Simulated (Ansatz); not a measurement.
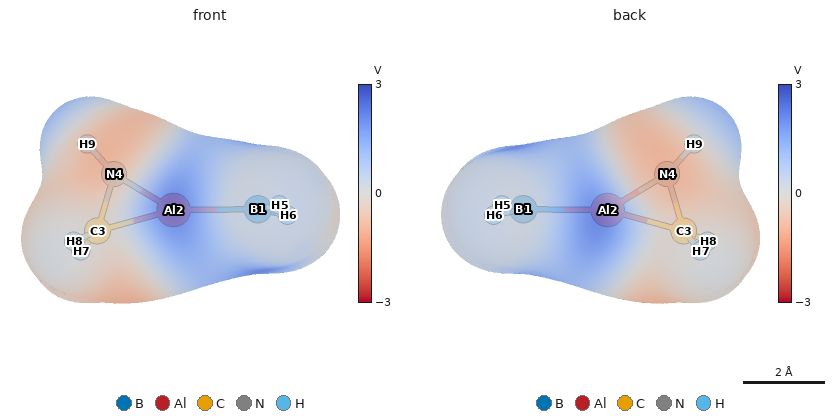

Figure. CH5AlBN (SMILES [BH2][Al]1[CH2][NH]1). The electrostatic potential painted on the density surface at 0.002 e/bohr³, seen from the front and from behind; the colour scale runs from red (negative) to blue (positive).

These are results of Ansatz, RKS PBE0-D4/def2-SVP, not measurements.

The calculation's input:

```
crystal:
  periodic: [false, false, false]
  atoms:
    - { symbol: B, position_ang: [-0.8604, 1.6676, -1.2946] }
    - { symbol: Al, position_ang: [-0.2443, 0.1562, -0.1232] }
    - { symbol: C, position_ang: [0.6975, -1.3919, 0.3927] }
    - { symbol: "N", position_ang: [-0.0366, -0.8729, 1.498] }
    - { symbol: H, position_ang: [-0.5172, 1.8113, -2.4339] }
    - { symbol: H, position_ang: [-1.6805, 2.5108, -0.8747] }
    - { symbol: H, position_ang: [0.3888, -2.365, 0.0274] }
    - { symbol: H, position_ang: [1.8563, -1.267, 0.6021] }
    - { symbol: H, position_ang: [0.485, -0.2955, 2.1892] }
basis:
  gaussian: { orbitals: def2-SVP }
hamiltonian:
  xc: pbe0
  dispersion: d4
relax:
  f_tol: 0.015
  max_steps: 40
output:
  orbitals: {}
```

Run with:

```sh
ansatz run input.yaml --threads 1 --pin off --max-ram 2048MiB --backend cpu --events-out ev --progress --plain --runs-dir out
```

The fields are those of the relaxed geometry.

Question: Where is the surface potential most negative and most positive?

Answer: The most negative region (about −1.0 V) lies over C3 and N4, the most positive (about +2.1 V) over B1 and Al2.
